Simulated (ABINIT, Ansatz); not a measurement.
**NaI (Fm-3m): G0W0 on several meshes in ABINIT**

How does the mesh move the gap of NaI (Fm-3m)?

Calculated with ABINIT 10.8.3; PBE and many-body steps on it, plane waves.

## (1) Starting point

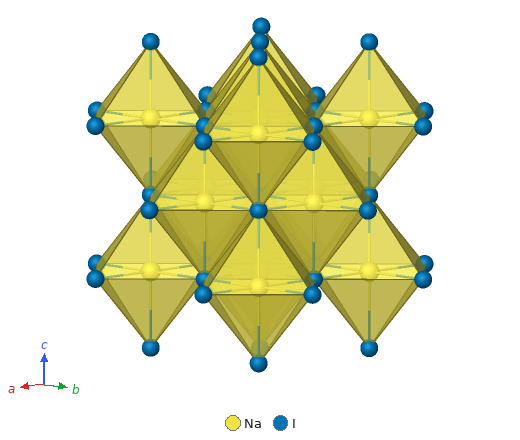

The starting structure, seen from a free direction (sodium yellow, iodine blue). This picture shows the conventional cell, with its axes. Some periodic images of atoms are drawn too.

The cell and positions come from the Crystallography Open Database and are kept as given unless a step says otherwise. Spin-orbit coupling is left out unless a step names it.

## (2) Empty states on the mesh, 4×4×4 mesh, 177 bands

This step: ABINIT 10.8.3; DFT, PBE, plane waves, norm-conserving pseudopotentials.

The sums over transitions need many empty states on a uniform mesh; this step solves for them.

The input, run.abi:

```
acell 3*1.0 Angstrom
rprim 
  -0.000000000000 3.236400000000 3.236400000000
  3.236400000000 0.000000000000 3.236400000000
  3.236400000000 3.236400000000 0.000000000000
ntypat 2
znucl 11 53
natom 2
typat 1 2
xred 
  0.000000000000 0.000000000000 0.000000000000
  0.500000000000 0.500000000000 0.500000000000
pp_dirpath "pseudos"
pseudos "Na.upf, I.upf"
ecut 38
ngkpt 4 4 4
nshiftk 1
shiftk 0 0 0
kptopt 1
chksymbreak 0
iscf -2
irdden 1
istwfk *1
nband 177
nbdbuf 16
tolwfr 1e-09
nstep 60
prtvol 0
indata_prefix "in"
outdata_prefix "out"
tmpdata_prefix "tmp"
```

The run is started by

```bash
$ OMP_NUM_THREADS=1 mpirun -n 4 abinit run.abi > log
```

Numbers of over 12 decimals in the logs are rounded to 6 here.

What it wrote:

```text
.Version 10.8.3 of ABINIT. v10.8.2 released Aug 2026.

 Symmetries : space group Fm -3 m (#225); Bravais cF (face-center cubic)
[... echo of the input left out ...]
== DATASET  1 ==================================================================
-   mpi_nproc: 4, omp_nthreads: 1 (-1 if OMP is not activated)

--- !DatasetInfo
iteration_state: {dtset: 1, }
dimensions: {natom: 2, nkpt: 8, mband: 177, nsppol: 1, nspinor: 1, nspden: 1, mpw: 5124, }
cutoff_energies: {ecut:  38.0, pawecutdg:  -1.0, }
[...]
3.38638    3.38638    3.51961    3.52078    3.52078    3.52078    3.52119    3.52119
   3.57221    3.57221    3.57221    3.57275    3.76161    3.76161    3.76163    3.89881
   3.90273
 prteigrs : prtvol=0 or 1, do not print more k-points.

== END DATASET(S) ==============================================================
================================================================================

 -outvars: echo values of variables after computation  --------
            nband         177
             nkpt           8
          spgroup         225
 [... the other variables as echoed above ...]

 Calculation completed.
```

Wall time 73 s (4 MPI ranks of Intel Xeon Platinum 8375C at 2.90GHz (Ice Lake), shared host); peak memory 0.47 GiB.

Numbers from this step:

```yaml
gap: 3.639 eV
k_of_the_valence_top: 0, 0, 0
k_of_the_conduction_bottom: 0, 0, 0
least_direct_gap: 3.639 eV
k_points_computed: 8
lowest_point_of_the_top_converged_band_above_the_valence_top: 92.0409 eV
```

On this mesh the gap is 3.639 eV.

The density comes from a self-consistent run that is not shown.

## (3) Screening, 4×4×4 mesh, 70 bands, screening to 114.3 eV

The RPA dielectric matrix is built and inverted for each q.

This step: RPA screening on PBE, plane waves, norm-conserving pseudopotentials.

Changes to run.abi since step 2:

```diff
@@ -20,10 +20,11 @@
 chksymbreak 0
-iscf -2
-irdden 1
 istwfk *1
-nband 177
-nbdbuf 16
-tolwfr 1e-09
-nstep 60
-prtvol 0
+occopt 1
+irdwfk 1
+optdriver 3
+nband 70
+ecuteps 4.2
+inclvkb 2
+awtr 1
+symchi 1
 indata_prefix "in"
```

What it wrote:

```text
.Version 10.8.3 of ABINIT. v10.8.2 released Aug 2026.

 Symmetries : space group Fm -3 m (#225); Bravais cF (face-center cubic)
[... echo of the input left out ...]
== DATASET  1 ==================================================================
-   mpi_nproc: 4, omp_nthreads: 1 (-1 if OMP is not activated)

--- !DatasetInfo
iteration_state: {dtset: 1, }
dimensions: {natom: 2, nkpt: 8, mband: 70, nsppol: 1, nspinor: 1, nspden: 1, mpw: 5124, }
cutoff_energies: {ecut:  38.0, pawecutdg:  -1.0, }
electrons: {nelect:   1.60000000E+01, charge:   0.00000000E+00, occopt:   1.00000000E+00, tsmear:   1.00000000E-02, }

 SCREENING: Calculation of the susceptibility and dielectric matrices

 Based on a program developped by R.W. Godby, V. Olevano, G. Onida, and L. Reining.
 Incorporated in ABINIT by V. Olevano, G.-M. Rignanese, and M. Torrent.
.Using double precision arithmetic ; gwpc =  8

[... cell and pseudopotentials left out ...]
--------------------------------------------------------------------------------

 ==== K-mesh for the wavefunctions ====
 Number of points in the irreducible wedge :     8
[... list of points left out ...]
 Together with 48 symmetry operations and time-reversal symmetry
 yields    64 points in the full Brillouin Zone.

 ==== Q-mesh for the screening function ====
 Number of points in the irreducible wedge :     8
[... list of points left out ...]
 Together with 48 symmetry operations and time-reversal symmetry
 yields    64 points in the full Brillouin Zone.

 setmesh: FFT mesh size selected  =    32x   32x   32
          total number of points  =        32768

 vcoul_init : cutoff-mode = AUXILIARY_FUNCTION
 q-points for optical limit:   1
     1)      0.000010    0.000020    0.000030

- screening: taking advantage of time-reversal symmetry
- Maximum band index for partially occupied states nbvw = 8
- Remaining bands to be divided among processors   nbcw = 62
- Number of bands treated by each node ~15

 Number of electrons calculated from density =   16.0000; Expected =   16.0000
 average of density, n =  0.034971
 r_s =    1.8970
 omega_plasma =   18.0389 [eV]

 calculating chi0 at frequencies [eV] :
  1    0.000000E+00    0.000000E+00
  2    0.000000E+00    1.803886E+01

--------------------------------------------------------------------------------
  q-point number  1        q = ( 0.000000, 0.000000, 0.000000) [r.l.u.]
--------------------------------------------------------------------------------
[... chi0 elements left out ...]
 For q-point:  0.000010 0.000020 0.000030
  dielectric constant =   3.2336
  dielectric constant without local fields =   3.9319

  Average fulfillment of the sum rule on Im[epsilon] for q-point    1 :     57.56  [%]
[... wings left out ...]
  q-point number  2        q = ( 0.250000, 0.000000, 0.000000) [r.l.u.]
--------------------------------------------------------------------------------
[... chi0 elements left out ...]
  Average fulfillment of the sum rule on Im[epsilon] for q-point    2 :     68.53  [%]

 [... 6 further q-points ...]
```

It took 13 s on 4 MPI ranks; peak memory 0.87 GiB; 52 s of CPU time.

This step gave:

| Property | Result |
| --- | --- |
| ε∞ with local fields, on this mesh, along the program's q direction | 3.234 |
| the same without local fields | 3.932 |
| plasma frequency | 18.04 eV |
| plane waves in the screening matrix | 169 |

Local fields lower ε∞ by 18 %.

## (4) 4×4×4

The self-energy is evaluated for the states that the input lists, and the levels follow from it, in one-shot runs by the linearised quasiparticle equation.

This step: G0W0 on PBE, plane waves, norm-conserving pseudopotentials.

Changes to run.abi since step 3:

```diff
@@ -23,8 +23,15 @@
 irdwfk 1
-optdriver 3
+optdriver 4
 nband 70
+gwcalctyp 0
+ecutsigx 38
+symsigma 1
+nkptgw 1
+kptgw 
+  0.0000000000 0.0000000000 0.0000000000
+bdgw 
+  6 12
 ecuteps 4.2
-inclvkb 2
-awtr 1
-symchi 1
+irdscr 1
+ppmodel 1
 indata_prefix "in"
```

What it wrote:

```text
.Version 10.8.3 of ABINIT. v10.8.2 released Aug 2026.

 Symmetries : space group Fm -3 m (#225); Bravais cF (face-center cubic)
[... echo of the input left out ...]
== DATASET  1 ==================================================================
-   mpi_nproc: 4, omp_nthreads: 1 (-1 if OMP is not activated)

--- !DatasetInfo
iteration_state: {dtset: 1, }
dimensions: {natom: 2, nkpt: 8, mband: 70, nsppol: 1, nspinor: 1, nspden: 1, mpw: 5124, }
cutoff_energies: {ecut:  38.0, pawecutdg:  -1.0, }
electrons: {nelect:   1.60000000E+01, charge:   0.00000000E+00, occopt:   1.00000000E+00, tsmear:   1.00000000E-02, }

 SIGMA: Calculation of the GW corrections

 Based on a program developped by R.W. Godby, V. Olevano, G. Onida, and L. Reining.
 Incorporated in ABINIT by V. Olevano, G.-M. Rignanese, and M. Torrent.
.Using double precision arithmetic ; gwpc =  8

[... cell and pseudopotentials left out ...]
--------------------------------------------------------------------------------

 ==== K-mesh for the wavefunctions ====
 Number of points in the irreducible wedge :     8
[... list of points left out ...]
 Together with 48 symmetry operations and time-reversal symmetry
 yields    64 points in the full Brillouin Zone.

 ==== Q-mesh for screening function ====
 Number of points in the irreducible wedge :     8
[... list of points left out ...]
 Together with 48 symmetry operations and time-reversal symmetry
 yields    64 points in the full Brillouin Zone.

 vcoul_init : cutoff-mode = AUXILIARY_FUNCTION
 q-points for optical limit:   1
     1)      0.000010    0.000020    0.000030
 setmesh: FFT mesh size selected  =    50x   50x   50
          total number of points  =       125000

 Number of electrons calculated from density =   16.0000; Expected =   16.0000
 average of density, n =  0.034971
 r_s =    1.8970
 omega_plasma =   18.0389 [eV]

 === KS Band Gaps ===
  >>>> For spin  1
   Minimum direct gap =   3.6392 [eV], located at k-point      :   0.0000  0.0000  0.0000
   Fundamental gap    =   3.6392 [eV], Top of valence bands at :   0.0000  0.0000  0.0000
                                       Bottom of conduction at :   0.0000  0.0000  0.0000
 SIGMA fundamental parameters:
 PLASMON POLE MODEL  1
 number of plane-waves for SigmaX                 5065
 number of plane-waves for SigmaC and W            169
 number of plane-waves for wavefunctions          5065
 number of bands                                    70
 number of independent spin polarizations            1
 number of spinorial components                      1
 number of k-points in IBZ                           8
 number of q-points in IBZ                           8
 number of symmetry operations                      48
 number of k-points in BZ                           64
 number of q-points in BZ                           64
 number of frequencies for dSigma/dE                 9
 frequency step for dSigma/dE [eV]                0.25
 number of omega for Sigma on real axis              0
 max omega for Sigma on real axis  [eV]           0.00
 zcut for avoiding poles [eV]                     0.10

 EPSILON^-1 parameters (SCR file):
 dimension of the eps^-1 matrix on file            169
 dimension of the eps^-1 matrix used               169
 number of plane-waves for wavefunctions          5065
 number of bands                                    70
 number of q-points in IBZ                           8
 number of frequencies                               2
 number of real frequencies                          1
 number of imag frequencies                          1

 matrix elements of self-energy operator (all in [eV])

 Perturbative Calculation

--- !SelfEnergy_ee
iteration_state: {dtset: 1, }
kpoint     : [   0.000,    0.000,    0.000, ]
spin       : 1
KS_gap     :    3.639
QP_gap     :    5.427
Delta_QP_KS:    1.788
data: !SigmaeeData |
     Band     E0 <VxcDFT>   SigX SigC(E0)      Z dSigC/dE  Sig(E)    E-E0       E
        6   0.107 -11.384 -14.313   1.540   0.803  -0.245 -12.499  -1.116  -1.008
        7   0.107 -11.384 -14.313   1.540   0.803  -0.245 -12.499  -1.116  -1.008
        8   0.107 -11.384 -14.313   1.540   0.803  -0.245 -12.499  -1.116  -1.008
        9   3.746  -7.312  -3.615  -2.896   0.840  -0.190  -6.640   0.672   4.418
       10   8.073  -7.141  -3.086  -3.173   0.829  -0.207  -6.410   0.731   8.804
       11   8.073  -7.141  -3.086  -3.173   0.829  -0.207  -6.410   0.731   8.804
       12   8.073  -7.141  -3.086  -3.173   0.829  -0.207  -6.410   0.731   8.804

== END DATASET(S) ==============================================================
================================================================================

 -outvars: echo values of variables after computation  --------
           etotal      0.0000000000E+00
            nband          70
             nkpt           8
          spgroup         225
 [... the other variables as echoed above ...]

 Calculation completed.
```

Run time: 4.6 s. Hardware: 4 MPI ranks; peak memory 0.72 GiB.

Numbers from this step:

```
G0W0 gap on the points computed              : 5.426 eV
starting gap on the mesh                     : 3.639 eV
k of the valence top                         : 0, 0, 0
k of the conduction bottom                   : 0, 0, 0
Z at the valence top                         : 0.803
Z at the conduction bottom                   : 0.84
least direct G0W0 gap on the computed points : 5.426 eV
```

The gap on the mesh goes from 3.64 eV to 5.43 eV, a correction of +1.79 eV.

## (5) Empty states on the mesh, 6×6×6 mesh, 76 bands

This step: DFT, PBE, plane waves, norm-conserving pseudopotentials.

Changes to run.abi since step 4:

```diff
@@ -15,3 +15,3 @@
 ecut 38
-ngkpt 4 4 4
+ngkpt 6 6 6
 nshiftk 1
@@ -20,18 +20,10 @@
 chksymbreak 0
+iscf -2
+irdden 1
 istwfk *1
-occopt 1
-irdwfk 1
-optdriver 4
-nband 70
-gwcalctyp 0
-ecutsigx 38
-symsigma 1
-nkptgw 1
-kptgw 
-  0.0000000000 0.0000000000 0.0000000000
-bdgw 
-  6 12
-ecuteps 4.2
-irdscr 1
-ppmodel 1
+nband 76
+nbdbuf 6
+tolwfr 1e-09
+nstep 60
+prtvol 0
 indata_prefix "in"
```

What it wrote:

```text
.Version 10.8.3 of ABINIT. v10.8.2 released Aug 2026.

 Symmetries : space group Fm -3 m (#225); Bravais cF (face-center cubic)
[... echo of the input left out ...]
== DATASET  1 ==================================================================
-   mpi_nproc: 4, omp_nthreads: 1 (-1 if OMP is not activated)

--- !DatasetInfo
iteration_state: {dtset: 1, }
dimensions: {natom: 2, nkpt: 16, mband: 76, nsppol: 1, nspinor: 1, nspden: 1, mpw: 5132, }
cutoff_energies: {ecut:  38.0, pawecutdg:  -1.0, }
[...]
1.44655    1.45720    1.49597    1.49597    1.49597    1.51385    1.70853    1.82319
   1.82319    1.92370    1.92370    1.92370    2.02350    2.02350    2.02350    2.14912
   2.19505    2.19956    2.20067    2.20117
 prteigrs : prtvol=0 or 1, do not print more k-points.

== END DATASET(S) ==============================================================
================================================================================

 -outvars: echo values of variables after computation  --------
            nband          76
             nkpt          16
          spgroup         225
 [... the other variables as echoed above ...]

 Calculation completed.
```

Elapsed: 47 s, on 4 MPI ranks; peak memory 0.41 GiB; 3.1 min of CPU time.

Numbers from this step:

| Property | Result |
| --- | --- |
| gap | 3.639 eV |
| k of the valence top | 0, 0, 0 |
| k of the conduction bottom | 0, 0, 0 |
| least direct gap | 3.639 eV |
| k points computed | 16 |
| lowest point of the top converged band, above the valence top | 49.34 eV |

On this mesh the gap is 3.639 eV.

(Continued in part 2 of 2.)

[Paths, hosts, dates, memory and timing lines, banners, echoed tables and standing remarks are left out of the program output.]

[Logs are printed without paths, hosts, clocks, repeated set-up lines and the standing remarks that a program may print on its own settings, such as how far it seeks lower states.]

[Runs of the session that timed out or met a known fault of the program may be left out.]

[Hosts, paths, dates, database ids (printed as entryN), source tags and the programs' standing remarks are cut or masked in the printed files.]

[G0W0 gaps are taken among the corrected bands and points alone; a level outside them can change the order at an edge.]

[Where Ansatz stands beside ABINIT at settings called matched, ABINIT's density can come from a denser mesh and the files from another edition; pairs whose starting gaps differed by over 0.03 eV were left out, so agreement reads better than it is.]
